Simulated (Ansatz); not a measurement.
In doubt: masses and optical values from hybrid runs of this build are listed as unsure (in some of the runs), which bears on the screening that GW takes from such a start.

The crystal is CsPbBr3 (Pm-3m).

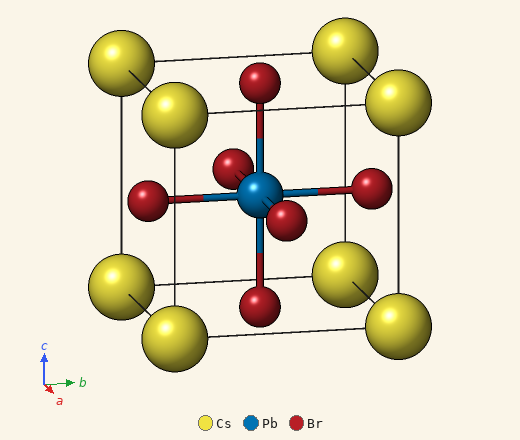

The structure (caesium yellow, lead blue, bromine red). Some periodic images of atoms are drawn too.

It takes space group Pm-3m (No. 221, cubic). The conventional cell has a = 5.870 Å, b = 5.870 Å, c = 5.870 Å, α = 90.00°, β = 90.00°, γ = 90.00°. Cs has 12 Br at 4.15 Å nearest. Pb has 6 Br at 2.94 Å nearest. Nearest to Br lie 2 Pb at 2.94 Å and 4 Cs at 4.15 Å. Farther neighbours and most contacts between anions are not listed.

```
Cs Pb Br
1.0
     5.87000    0.00000    0.00000
     0.00000    5.87000    0.00000
     0.00000    0.00000    5.87000
Cs Pb Br
1 1 3
Cartesian
  0.0000 0.0000 0.0000
  2.9350 2.9350 2.9350
  0.0000 2.9350 2.9350
  2.9350 0.0000 2.9350
  2.9350 2.9350 0.0000
```

The cell and positions come from the Crystallography Open Database and are kept as given unless a step says otherwise. Spin-orbit coupling is left out unless a run names it.

Gaps computed with Ansatz 0.2.0 without a self-energy: HSE06 2.11 eV, r2SCAN 1.90 eV and PBE0 2.74 eV.

Q: Estimate the G0W0@HSE06 gap with 4×4×4 mesh, 1018 empty bands, screening to 170 eV, PAW set soft_1 files.

About 3.03 eV: on its mesh the run moves the gap from 2.11 eV by +0.91 eV. Among the scalar-relativistic levels given, PBE0 is nearest (−0.29 eV). Bands and cutoff are finite, so the gap is not at the basis limit. The miss can reach some tenths of an eV and take either sign; the mesh is an error of its own. Where an edge is built on 6p states of lead, bismuth or thallium, scalar-relativistic gaps usually stand too wide, by a few tenths to over one eV. This is the ideal cubic cell; many perovskites, halides above all, are cubic only on average, and local tilts or off-centring can widen the gap. The many-body steps are scalar-relativistic: spin-orbit coupling is not in them.

[Paths, hosts, dates, memory and timing lines, banners, echoed tables and standing remarks are left out of the program output.]

[Logs are printed without paths, hosts, clocks, repeated set-up lines and the standing remarks that a program may print on its own settings, such as how far it seeks lower states.]

[Runs of the session that timed out or met a known fault of the program may be left out.]

[Cells called generated may have been cut or substituted from an entry of the Crystallography Open Database or the Materials Project.]

[Hosts, paths, dates, database ids (printed as entryN), source tags and the programs' standing remarks are cut or masked in the printed files.]
